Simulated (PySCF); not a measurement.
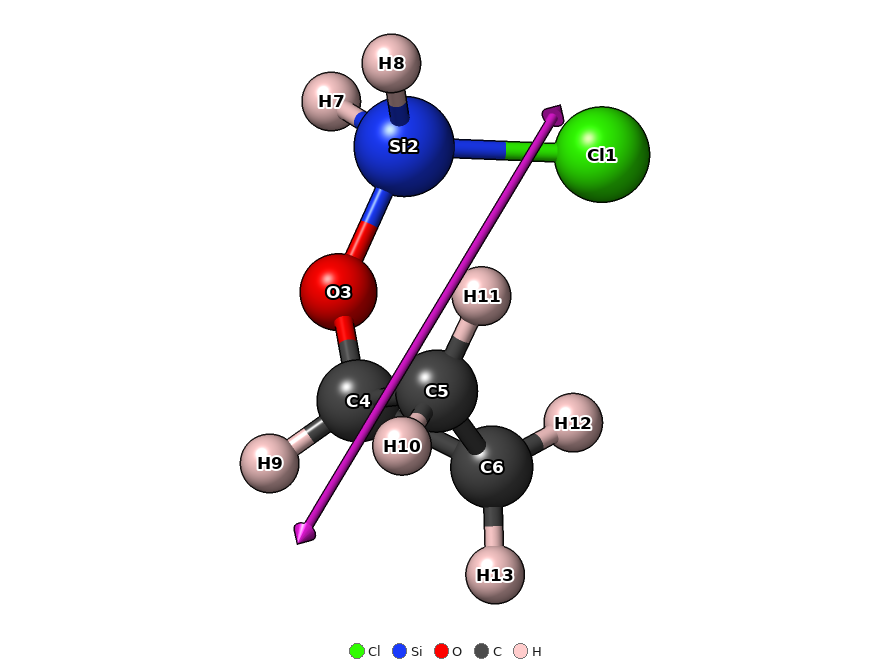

The double arrow shows the direction of the transition dipole to excited singlet state 2 (its length means nothing). Computed geometry: GFN2-xTB optimisation. No frequency run is at hand to confirm it as a minimum. Properties computed with TDDFT ωB97X-D/def2-SVPD, vertical, gas phase, core orbitals frozen in the response (PySCF 2.14.0).

How is the transition polarised?

Answer. Close to the long direction Cl1···C5.

Where does the transition lie, and how strong is it?

Answer. 7.61 eV (163 nm), oscillator strength 0.016, mainly HOMO → LUMO+1 (weight 0.56); transition dipole 0.73 D.

The geometry is semi-empirical. Around Si such bond lengths and angles can be off by a tenth of an ångström or more and by several degrees, and values that hang on the shape move with them.
